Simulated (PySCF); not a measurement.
System: C5H8NSi (charge −1).

Input file:

```
{"job": {"kind": "nmr", "xc": "PBE0", "basis": "pcSseg-1"}, "charge": -1, "multiplicity": 1}
Si    -2.537001    -0.039851     0.365610
N     -1.172902    -0.543661    -0.496136
C      0.185305    -0.189540    -0.259179
C      1.248272    -0.519232    -1.099089
C      2.413984    -0.012957    -0.520386
C      2.065495     0.625717     0.666124
C      0.682537     0.520426     0.830009
H     -2.836922     1.412921     0.431931
H     -3.681564    -0.673026    -0.325231
H     -2.519607    -0.500650     1.768541
H     -1.283085    -0.937857    -1.419026
H      1.174593    -1.070487    -2.030690
H      3.414433    -0.101351    -0.929097
H      2.748388     1.121546     1.347007
H      0.093661     0.915992     1.647700
```

Run with:

```sh
OMP_NUM_THREADS=1 python probes_run.py task.json out
```

Geometry: GFN2-xTB.

Computed with PySCF, PBE0/pcSseg-1, SCF density, gas phase, non-relativistic.

> Predict the electron density and electron localisation function between the atoms.

C–C (1.39 Å): ρ is about 2 e/Å³ halfway; the ELF peaks at about 0.95 between the atoms: a covalent bond.
C–N (1.42 Å): ρ is about 2 e/Å³ halfway; the ELF peaks at about 0.95 between the atoms, as expected for a shared electron pair.
Si–N (1.69 Å): ρ at the midpoint is about 1.2 e/Å³; the ELF peaks at about 0.90 between the atoms, as expected for a shared but strongly polarised pair.
N–H (1.01 Å): ρ at the midpoint is about 2.8 e/Å³; the ELF climbs to about 1 towards the hydrogen, as it does in any bond to H: an ordinary covalent bond to hydrogen.

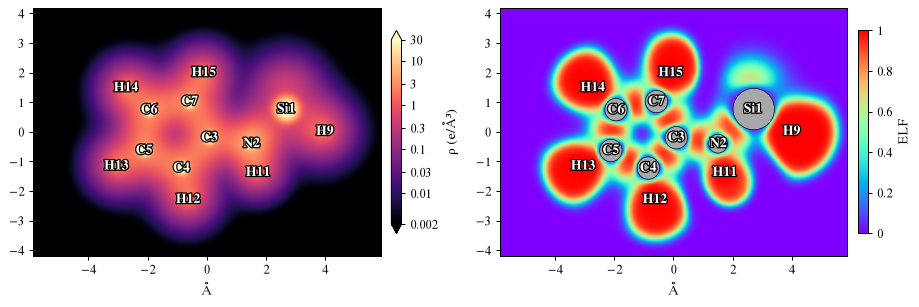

Computed electron density and electron localisation function on the plane of atoms C3, C7 and H15, in this order. Grey discs cover the atomic cores in the ELF map. 
